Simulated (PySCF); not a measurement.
EPR calculation of C4H10PSi

C4H10PSi, multiplicity 2, computed with UKS B3LYP, pcH-1 on C H P Si, non-relativistic, mean-field spin-orbit, GIAO (PySCF 2.14.0).

It belongs to a series of runs on one base structure; here: H removed from Si.

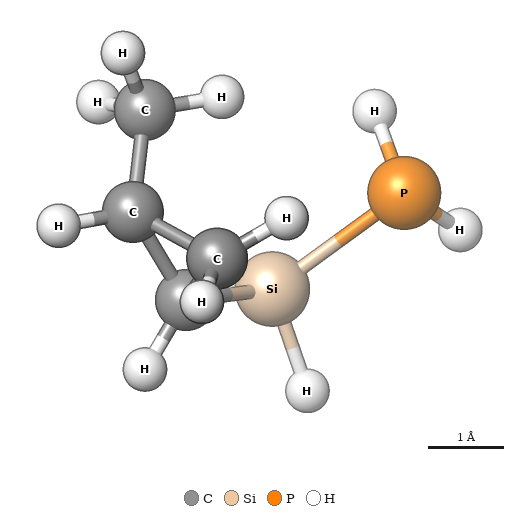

*The input geometry (ball-and-stick view, seen at an oblique angle).*

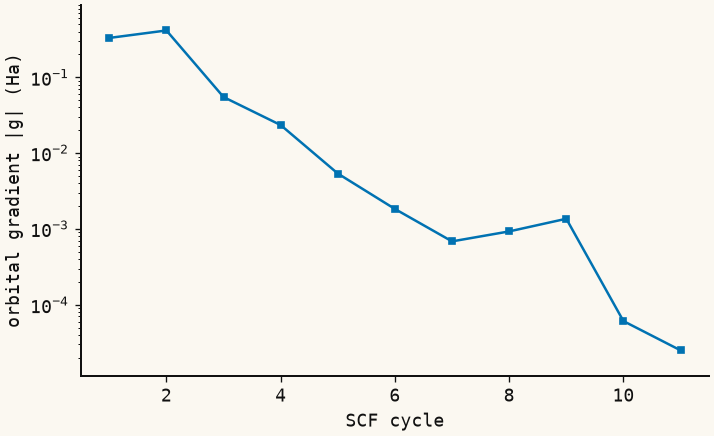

*Convergence of the self-consistent field: orbital gradient |g| against the SCF cycle.*

All cycles printed in the log are drawn one after another.

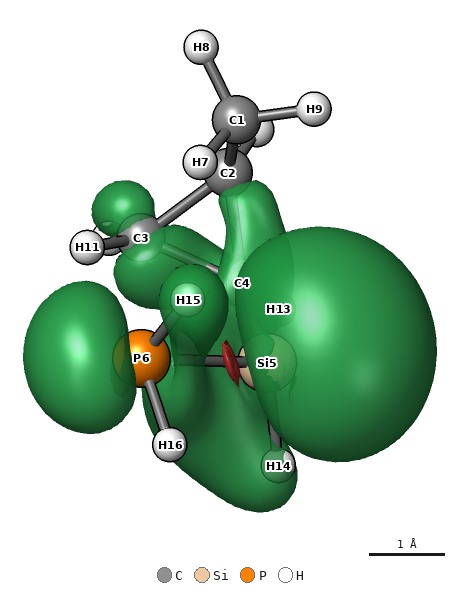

*Isosurfaces of the spin density at +0.008 (green) and −0.008 e/Å³ (red), seen at an oblique angle.*

The unpaired spin (1 electron) lies mostly on Si5 (about 0.7) and P6 (about 0.1), in electrons by Hirshfeld's partition.

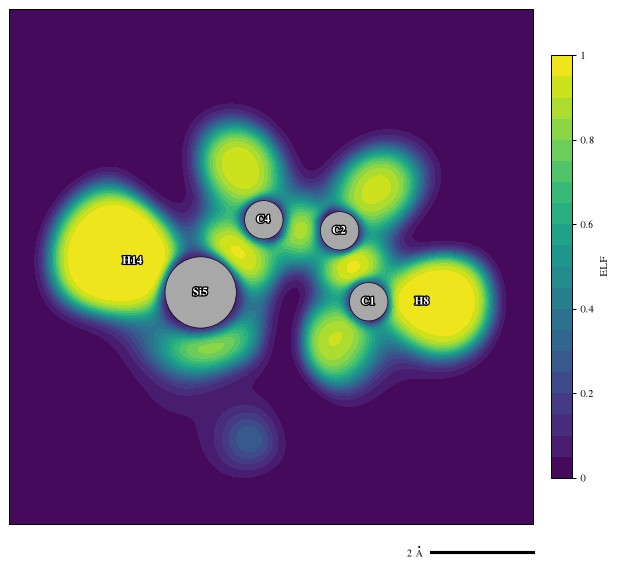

*ELF on the plane of atoms C4, Si5 and H14. Grey discs, where drawn, cover atomic cores.*

Atoms in the plane: C, Si and H. C–Si (1.89 Å): the ELF peaks at about 0.95 between the atoms (a shared electron pair). C–H (1.09 Å): the ELF climbs to about 1 towards the hydrogen, as it does in any bond to H; a covalent bond by its length. Si–H (1.48 Å): the ELF climbs to about 1 towards the hydrogen.

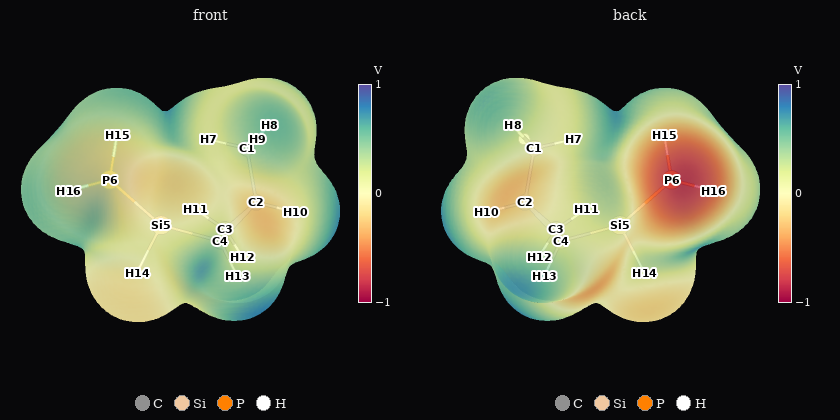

*The electrostatic potential painted on the density surface at 0.002 e/bohr³, seen at a tilt and from behind; red is negative and blue positive.*

These pictures come from the run below.

## Input file
```
{"job": {"kind": "epr", "basis": "pcH-1"}, "charge": 0, "multiplicity": 2}
C     -1.252333    -1.311523     0.040634
C     -1.409767     0.125687    -0.382698
C     -0.440694     0.731745    -1.341833
C     -0.445052     1.175612     0.099858
Si     1.031139     0.773148     1.209584
P      2.483142    -0.607238     0.208630
H     -0.202684    -1.601530     0.022286
H     -1.799536    -1.967657    -0.634964
H     -1.638123    -1.458396     1.048729
H     -2.446058     0.433770    -0.476340
H      0.387305     0.119063    -1.673511
H     -0.797887     1.420358    -2.093638
H     -0.881289     2.150069     0.288628
H      1.708773     2.058433     1.480790
H      2.168697    -1.743688     0.937234
H      3.526769    -0.288911     1.057650
```

The first line tells a small driver script what to run in PySCF; the rest is the geometry in Å.

Launched with:
```bash
OMP_NUM_THREADS=1 python <driver script> task.json out
```

## The program's output
```
UKS, coarse grid
  cycle   1  E = -789.20124475  |g| = 3.30e-01
  cycle   2  E = -789.16267822  |g| = 4.14e-01
  cycle   3  E = -789.25316684  |g| = 5.48e-02
  cycle   4  E = -789.25444473  |g| = 2.34e-02
  cycle   5  E = -789.25470853  |g| = 5.37e-03
  cycle   6  E = -789.25472452  |g| = 1.83e-03
  cycle   7  E = -789.25472579  |g| = 6.84e-04
UKS, final grid
  cycle   1  E = -789.25469376  |g| = 9.26e-04
  cycle   2  E = -789.25469330  |g| = 1.36e-03
  cycle   3  E = -789.25469419  |g| = 6.08e-05
  cycle   4  E = -789.25469419  |g| = 2.50e-05
E = -789.25469419 Eh   <S^2> = 0.7520 (exact 0.7500)
g shifts (ppm)      1          2          3
  rmc          -143       -143       -143
  gc             12         45         66
  oz_so        -133       1772       3439
  total        -264       1674       3362
hyperfine (MHz)  atom isotope    a_iso     a_fc   dipolar eigenvalues
    0   13C      -0.20      -0.20     -0.89      0.31      0.58
    1   13C       5.08       5.08     -1.49     -1.12      2.61
    2   13C      15.70      15.70     -4.35     -4.29      8.64
    3   13C      27.72      27.67     -5.48     -4.47      9.95
    4  29Si    -460.36    -461.19   -157.04     77.35     79.69
    5   31P     -15.39     -14.97    -50.29    -42.26     92.54
    6    1H      -0.17      -0.17     -2.26     -1.74      4.00
    7    1H      -0.80      -0.80     -1.06     -0.73      1.79
    8    1H       0.53       0.53     -2.04     -1.32      3.36
    9    1H      -0.64      -0.64     -1.35     -1.13      2.47
   10    1H      -1.60      -1.60     -3.04      0.11      2.93
   11    1H       7.15       7.15     -2.71     -0.64      3.35
   12    1H      -1.01      -1.03     -3.89     -0.94      4.82
   13    1H      36.26      36.24     -8.60      0.67      7.93
   14    1H      45.52      45.52     -3.87     -1.08      4.95
   15    1H      -3.13      -3.15     -3.72     -0.02      3.74
```

## Key numbers

| quantity | value |
| --- | --- |
| outcome | converged |
| total energy | −789.254694 hartree |
| ⟨S²⟩ | 0.752 |
| isotropic g | 2.0039 |
| hardware | 1 CPU thread, shared host |
| wall time | 72 s |
| peak memory | 0.96 GiB |
